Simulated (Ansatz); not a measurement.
**Run report: AlPH$_{5}$Cl, geometry relaxation**

- system: AlPH$_{5}$Cl
- method: RKS PBE/def2-SVP (Ansatz 0.2.0)

It belongs to a series of runs on one base structure; here: end point A relaxed.

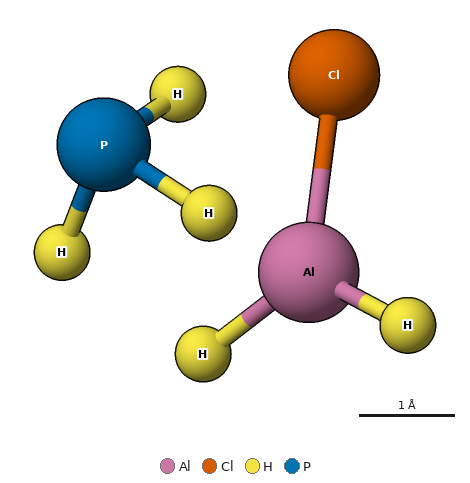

**Figure 1.** The input geometry (ball-and-stick view, seen at a tilt). Sticks mark near contacts.

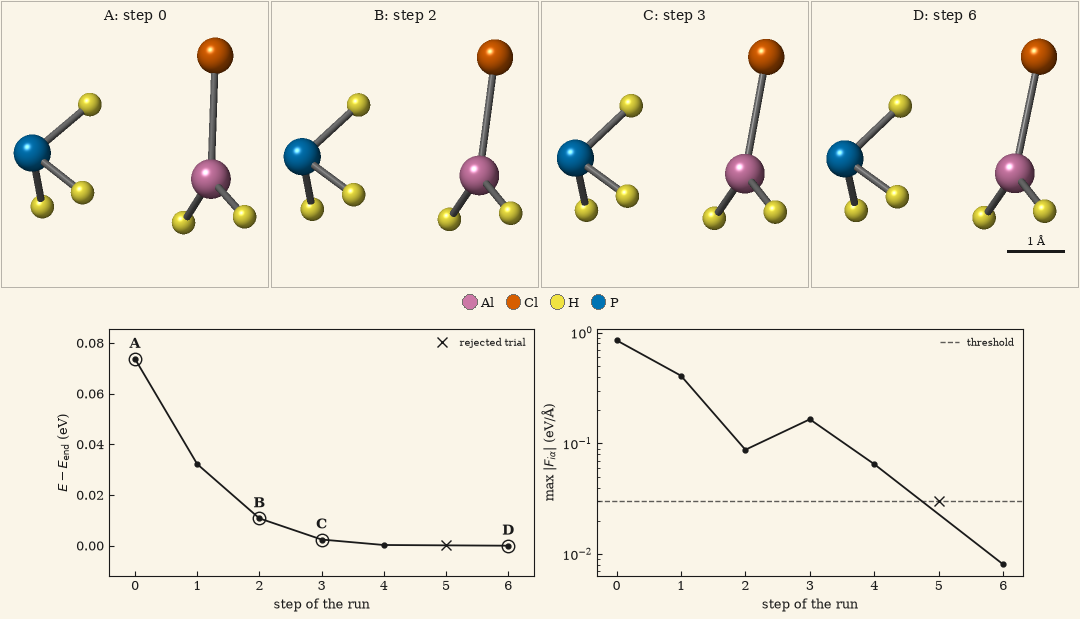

**Figure 2.** Frames of the relaxation (ball-and-stick view, seen at a tilt) above the curves, on which the letters mark them (the first geometry is step 0 here and step 1 in the log).

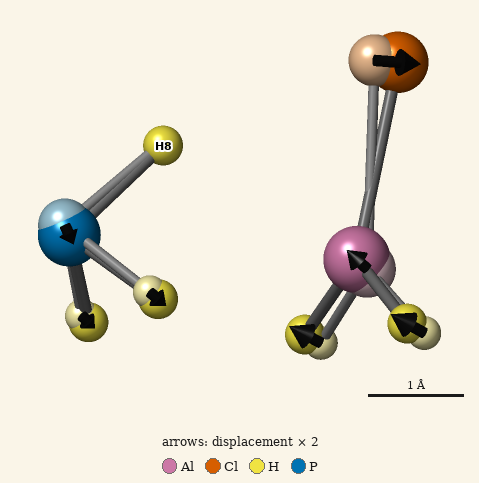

**Figure 3.** Start (faint) and end (solid) with the displacements as black arrows, magnified 2 times (ball-and-stick view, seen at a tilt). The two geometries are laid on each other by the best rigid fit. After 6 geometry steps the energy has fallen by 0.074 eV. The largest force component goes from 0.85 to 0.0081 eV/Å. The line search rejected the trial step at point 5 (counted from 0) and went back. The largest move after the best rigid fit is that of Cl2, 0.27 Å. Largest moves by element: Cl 0.27 Å, H 0.22 Å, Al 0.15 Å, P 0.11 Å. Among the contacts that change: Al1–Cl2 2.202 → 2.138 Å, P5–H8 1.432 → 1.448 Å, Al1–H3 1.586 → 1.592 Å. (Atoms are counted from 1 in the order of the input.)

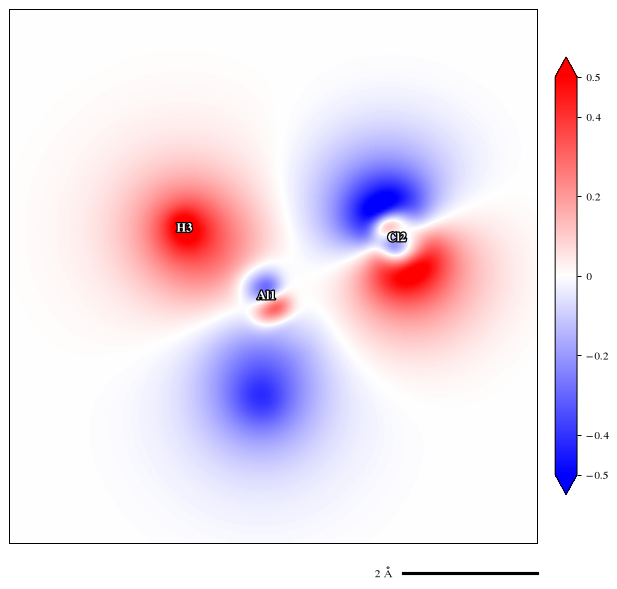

**Figure 4.** The HOMO on the plane of atoms Cl2, Al1 and H3 (values in Å⁻³ᐟ²; the overall sign is arbitrary). It lies mainly on Cl2 (40 %), Al1 (20 %), H3 (20 %) and H4 (20 %). Its energy is −6.96 eV.

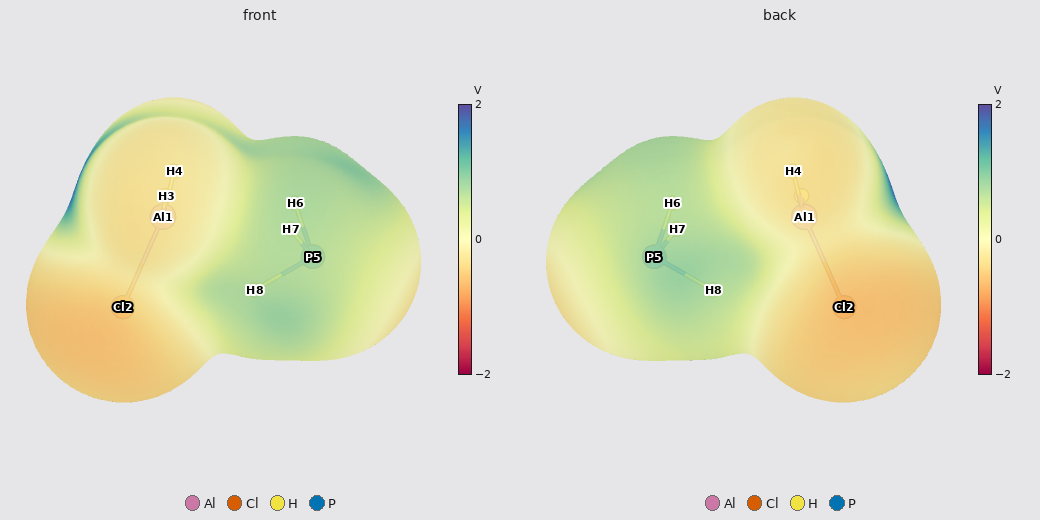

**Figure 5.** The electrostatic potential painted on the density surface at 0.001 e/bohr³, seen face on and from behind; red is negative and blue positive. A positive charge is drawn to the negative regions and a negative charge to the positive ones.

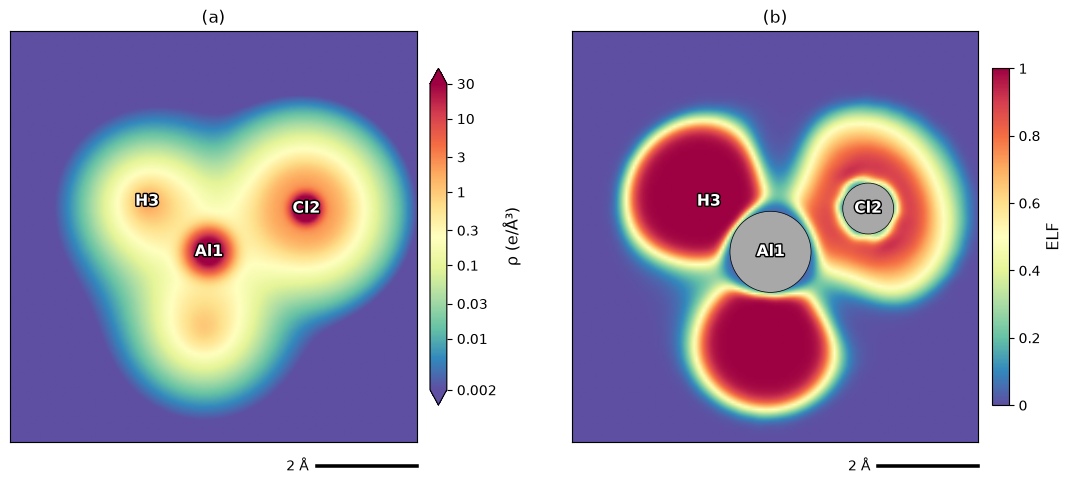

**Figure 6.** (a) total electron density; (b) electron localisation function on the plane of atoms Cl2, Al1 and H3. Grey discs, where drawn, cover atomic cores. Al–Cl (2.14 Å): ρ is about 0.65 e/Å³ halfway; the ELF peaks at about 0.85 in the valence shell of Cl, 0.9 Å from its nucleus, and is about 0.80 at the midpoint.

The input and output of the run follow.

**The input**
```yaml
crystal:
  periodic: [false, false, false]
  atoms:
    - { symbol: Al, position_ang: [0.03041, 0.092995, 0.098152] }
    - { symbol: Cl, position_ang: [-0.130391, 0.609838, 2.232238] }
    - { symbol: H, position_ang: [1.480052, 0.110473, -0.544187] }
    - { symbol: H, position_ang: [-1.328138, -0.092251, -0.700329] }
    - { symbol: P, position_ang: [0.211011, -3.201381, 1.193249] }
    - { symbol: H, position_ang: [-0.706499, -2.871061, 0.130581] }
    - { symbol: H, position_ang: [1.361285, -2.781137, 0.432655] }
    - { symbol: H, position_ang: [0.05127, -1.928476, 1.829541] }
basis:
  gaussian: { orbitals: def2-SVP }
hamiltonian:
  xc: pbe
relax:
  f_tol: 0.03
  max_steps: 50
output:
  orbitals: {}
```

Command:
```bash
ansatz run input.yaml --threads 1 --pin off --max-ram 2048MiB --backend cpu --events-out ev --progress --plain --runs-dir out
```

**Output**
```
The last accepted step is kept in [file] (removed where the run ends without a failure and the disk answers)
Engine: ansatz 0.2.0, aarch64-unknown-linux-gnu
Functional definition: PBE
  parameter kappa = 0.804
  parameter beta = 0.06672455060314922
  exchange = pbe_x(kappa = kappa, mu = beta*pi^2/3)
  correlation = pbe_c(beta = beta)
885 factors; their error is unknown
mean field evaluation 1: about -28466.9286 eV, gradient 1.8e1 eV
mean field evaluation 2: about -28467.4887 eV, gradient 1.5e1 eV
mean field evaluation 4: about -28468.1832 eV, gradient 7.2e-1 eV
mean field evaluation 8: about -28468.1519 eV, gradient 1.9e-2 eV
mean field -28468.15188664 eV, -1046.1852854274 hartree, gradient 3.6e-5 eV, S^2 0.000000; 0 other end points of the search recorded, 0 dependent functions left out
the calculation of the forces begins
reference -28468.15192460 eV, -1046.1852868225 hartree; 25, 25 occupied and 54, 54 virtual orbitals, 885 factors
relax step   1: F+E_penalty+E_count = -28468.15188664 eV  Δ(F+E_penalty+E_count) = +0.000e0 eV  max|allowed force component| = 8.549e-1 eV/Å  Δτ_max = 0.0000 Å  (24 SCF iters, accepted)
these checks for a lower state are left out or cut short: starts, cluster_reference, orbital_swaps, neighbouring_geometries, increment
885 factors; their error is unknown
mean field evaluation 16: about -28468.2264 eV, gradient 7.8e-2 eV
mean field -28468.19339698 eV, -1046.1868109043 hartree, gradient 1.5e-5 eV, S^2 0.000000; 0 other end points of the search recorded, 0 dependent functions left out
the calculation of the forces begins
reference -28468.19343543 eV, -1046.1868123175 hartree; 25, 25 occupied and 54, 54 virtual orbitals, 885 factors
relax step   2: F+E_penalty+E_count = -28468.19339698 eV  Δ(F+E_penalty+E_count) = -4.151e-2 eV  max|allowed force component| = 4.094e-1 eV/Å  Δτ_max = 0.1855 Å  (25 SCF iters, accepted)
these checks for a lower state are left out or cut short: starts, cluster_reference, orbital_swaps, neighbouring_geometries, increment
885 factors; their error is unknown
mean field -28468.21482434 eV, -1046.1875983456 hartree, gradient 1.2e-5 eV, S^2 0.000000; 0 other end points of the search recorded, 0 dependent functions left out
the calculation of the forces begins
reference -28468.21486217 eV, -1046.1875997355 hartree; 25, 25 occupied and 54, 54 virtual orbitals, 885 factors
relax step   3: F+E_penalty+E_count = -28468.21482434 eV  Δ(F+E_penalty+E_count) = -2.143e-2 eV  max|allowed force component| = 8.773e-2 eV/Å  Δτ_max = 0.1136 Å  (26 SCF iters, accepted)
these checks for a lower state are left out or cut short: starts, cluster_reference, orbital_swaps, neighbouring_geometries, increment
885 factors; their error is unknown
mean field evaluation 32: about -28468.2232 eV, gradient 2.1e-5 eV
mean field -28468.22317496 eV, -1046.1879052250 hartree, gradient 1.2e-5 eV, S^2 0.000000; 0 other end points of the search recorded, 0 dependent functions left out
the calculation of the forces begins
reference -28468.22321200 eV, -1046.1879065862 hartree; 25, 25 occupied and 54, 54 virtual orbitals, 885 factors
relax step   4: F+E_penalty+E_count = -28468.22317496 eV  Δ(F+E_penalty+E_count) = -8.351e-3 eV  max|allowed force component| = 1.653e-1 eV/Å  Δτ_max = 0.1058 Å  (26 SCF iters, accepted)
these checks for a lower state are left out or cut short: starts, cluster_reference, orbital_swaps, neighbouring_geometries, increment
885 factors; their error is unknown
mean field -28468.22533161 eV, -1046.1879844803 hartree, gradient 1.3e-5 eV, S^2 0.000000; 0 other end points of the search recorded, 0 dependent functions left out
the calculation of the forces begins
reference -28468.22536860 eV, -1046.1879858398 hartree; 25, 25 occupied and 54, 54 virtual orbitals, 885 factors
relax step   5: F+E_penalty+E_count = -28468.22533161 eV  Δ(F+E_penalty+E_count) = -2.157e-3 eV  max|allowed force component| = 6.501e-2 eV/Å  Δτ_max = 0.0413 Å  (25 SCF iters, accepted)
these checks for a lower state are left out or cut short: starts, cluster_reference, orbital_swaps, neighbouring_geometries, increment
885 factors; their error is unknown
mean field -28468.22524038 eV, -1046.1879811278 hartree, gradient 1.2e-5 eV, S^2 0.000000; 0 other end points of the search recorded, 0 dependent functions left out
the calculation of the forces begins
reference -28468.22527732 eV, -1046.1879824855 hartree; 25, 25 occupied and 54, 54 virtual orbitals, 885 factors
relax step   6: F+E_penalty+E_count = -28468.22524038 eV  Δ(F+E_penalty+E_count) = +9.123e-5 eV  max|allowed force component| = 3.021e-2 eV/Å  Δτ_max = 0.0279 Å  (26 SCF iters, rejected (line search))
these checks for a lower state are left out or cut short: starts, cluster_reference, orbital_swaps, neighbouring_geometries, increment
885 factors; their error is unknown
mean field -28468.22561015 eV, -1046.1879947167 hartree, gradient 1.2e-5 eV, S^2 0.000000; 0 other end points of the search recorded, 0 dependent functions left out
the calculation of the forces begins
reference -28468.22564714 eV, -1046.1879960762 hartree; 25, 25 occupied and 54, 54 virtual orbitals, 885 factors
relax step   7: F+E_penalty+E_count = -28468.22561015 eV  Δ(F+E_penalty+E_count) = -2.785e-4 eV  max|allowed force component| = 8.095e-3 eV/Å  Δτ_max = 0.0135 Å  (26 SCF iters, accepted)
885 factors; their error is unknown
mean field evaluation 64: about -28468.2256 eV, gradient 9.9e-2 eV
mean field -28468.22561015 eV, -1046.1879947167 hartree, gradient 1.1e-5 eV, S^2 0.000000; 1 other end points of the search recorded, 0 dependent functions left out
the calculation of the forces begins
reference -28468.22564714 eV, -1046.1879960762 hartree; 25, 25 occupied and 54, 54 virtual orbitals, 885 factors
Total energy: -28468.22564714 eV, -1046.1879960762 hartree
Atom 0 at     0.031191    -0.003474     0.217737 Å, force     0.001004    -0.001197    -0.007664 eV/Å
Atom 1 at    -0.148886     0.869757     2.160512 Å, force    -0.000095     0.003037     0.003914 eV/Å
Atom 2 at     1.492690    -0.062819    -0.411942 Å, force    -0.001570     0.000803     0.002348 eV/Å
Atom 3 at    -1.323115    -0.254508    -0.582169 Å, force     0.002072    -0.000912     0.001889 eV/Å
Atom 4 at     0.218158    -3.172737     1.086153 Å, force     0.002028    -0.003088    -0.008095 eV/Å
Atom 5 at    -0.717147    -2.808054     0.052254 Å, force    -0.000255    -0.002016     0.002337 eV/Å
Atom 6 at     1.360798    -2.703934     0.345774 Å, force    -0.001431    -0.001427     0.000732 eV/Å
Atom 7 at     0.055311    -1.925230     1.803582 Å, force    -0.001752     0.004800     0.004538 eV/Å
Dipole moment:     0.049176    -0.304840    -0.215398 e Å
```

**Trajectory as extended XYZ (Å, eV, eV/Å), 7 frames, from step=1 to step=7**
```
8
Properties=species:S:1:pos:R:3:forces:R:3 step=1 energy=-28468.15189
Al    0.0304    0.0930    0.0982   -0.0657   0.0480   0.8549
Cl   -0.1304    0.6098    2.2322    0.0449   0.0090  -0.7665
H     1.4801    0.1105   -0.5442    0.0690   0.0051   0.0020
H    -1.3281   -0.0923   -0.7003   -0.0567  -0.0023  -0.0050
P     0.2110   -3.2014    1.1932    0.0196  -0.1875  -0.2303
H    -0.7065   -2.8711    0.1306   -0.0342  -0.0273  -0.0153
H     1.3613   -2.7811    0.4327    0.0202   0.0073   0.0174
H     0.0513   -1.9285    1.8295    0.0029   0.1478   0.1428
8
Properties=species:S:1:pos:R:3:forces:R:3 step=2 energy=-28468.19340
Al    0.0238    0.1485    0.1213   -0.0318   0.1046   0.4094
Cl   -0.1412    0.7875    2.1802    0.0267  -0.0800  -0.3671
H     1.4813    0.1490   -0.5151    0.0132  -0.0471   0.0063
H    -1.3378   -0.0537   -0.6758   -0.0037  -0.0483   0.0046
P     0.2174   -3.2808    1.1702    0.0250  -0.0520  -0.0567
H    -0.7125   -2.9487    0.1183    0.0278   0.0387  -0.0002
H     1.3741   -2.8452    0.4282   -0.0305   0.0153  -0.0248
H     0.0640   -2.0176    1.8446   -0.0267   0.0687   0.0286
8
Properties=species:S:1:pos:R:3:forces:R:3 step=3 energy=-28468.21482
Al    0.0275    0.0760    0.1651    0.0148  -0.0858  -0.0399
Cl   -0.1397    0.7892    2.1662   -0.0126   0.0877   0.0769
H     1.4896    0.0461   -0.4677   -0.0224  -0.0153   0.0019
H    -1.3329   -0.1569   -0.6311    0.0208  -0.0101   0.0029
P     0.2140   -3.2143    1.1314    0.0270  -0.0177  -0.0047
H    -0.7195   -2.8753    0.0852    0.0350   0.0437   0.0095
H     1.3702   -2.7690    0.3948   -0.0389   0.0100  -0.0222
H     0.0597   -1.9567    1.8281   -0.0238  -0.0125  -0.0243
8
Properties=species:S:1:pos:R:3:forces:R:3 step=4 energy=-28468.22317
Al    0.0318   -0.0034    0.2118    0.0218  -0.1004  -0.1653
Cl   -0.1422    0.8162    2.1678   -0.0168   0.1043   0.1424
H     1.4906   -0.0526   -0.4296   -0.0175   0.0116   0.0173
H    -1.3215   -0.2526   -0.5932    0.0092   0.0163   0.0157
P     0.2136   -3.1586    1.0964    0.0094  -0.0262  -0.0214
H    -0.7179   -2.8019    0.0555    0.0125   0.0030   0.0101
H     1.3630   -2.7013    0.3577   -0.0185   0.0008   0.0050
H     0.0516   -1.9066    1.8053   -0.0002  -0.0094  -0.0038
8
Properties=species:S:1:pos:R:3:forces:R:3 step=5 energy=-28468.22533
Al    0.0316   -0.0071    0.2198    0.0072  -0.0188  -0.0650
Cl   -0.1458    0.8571    2.1641   -0.0041   0.0255   0.0388
H     1.4907   -0.0598   -0.4185   -0.0083   0.0003   0.0151
H    -1.3220   -0.2572   -0.5831    0.0046   0.0024   0.0130
P     0.2160   -3.1678    1.0897    0.0002  -0.0076  -0.0250
H    -0.7143   -2.8046    0.0507   -0.0036  -0.0096   0.0028
H     1.3614   -2.7049    0.3495   -0.0007  -0.0004   0.0081
H     0.0515   -1.9167    1.7998    0.0047   0.0082   0.0124
8
Properties=species:S:1:pos:R:3:forces:R:3 step=6 energy=-28468.22524 accepted=F
Al    0.0269    0.0059    0.2160    0.0100  -0.0302   0.0108
Cl   -0.1554    0.8823    2.1567    0.0001   0.0030  -0.0034
H     1.4918   -0.0811   -0.4014   -0.0007   0.0210  -0.0062
H    -1.3253   -0.2480   -0.5857   -0.0026   0.0069  -0.0039
P     0.2236   -3.1783    1.0819   -0.0001   0.0057  -0.0076
H    -0.7175   -2.8042    0.0564   -0.0012  -0.0047   0.0010
H     1.3612   -2.7013    0.3388   -0.0041  -0.0056   0.0041
H     0.0636   -1.9364    1.8093   -0.0012   0.0039   0.0052
8
Properties=species:S:1:pos:R:3:forces:R:3 step=7 energy=-28468.22561
Al    0.0312   -0.0035    0.2177    0.0010  -0.0012  -0.0077
Cl   -0.1489    0.8698    2.1605   -0.0001   0.0030   0.0039
H     1.4927   -0.0628   -0.4119   -0.0016   0.0008   0.0023
H    -1.3231   -0.2545   -0.5822    0.0021  -0.0009   0.0019
P     0.2182   -3.1727    1.0862    0.0020  -0.0031  -0.0081
H    -0.7171   -2.8081    0.0523   -0.0003  -0.0020   0.0023
H     1.3608   -2.7039    0.3458   -0.0014  -0.0014   0.0007
H     0.0553   -1.9252    1.8036   -0.0018   0.0048   0.0045
```

**Summary**

```csv
quantity,value
outcome,converged
total energy,−28468.2256 eV
mean-field energy,−28468.2256 eV
largest force (length of the vector) at the end,0.009 eV/Å
hardware,"1 thread of Arm Neoverse V1, 24 GiB of memory available, shared host"
wall time,18 s
peak memory,0.14 GiB
```
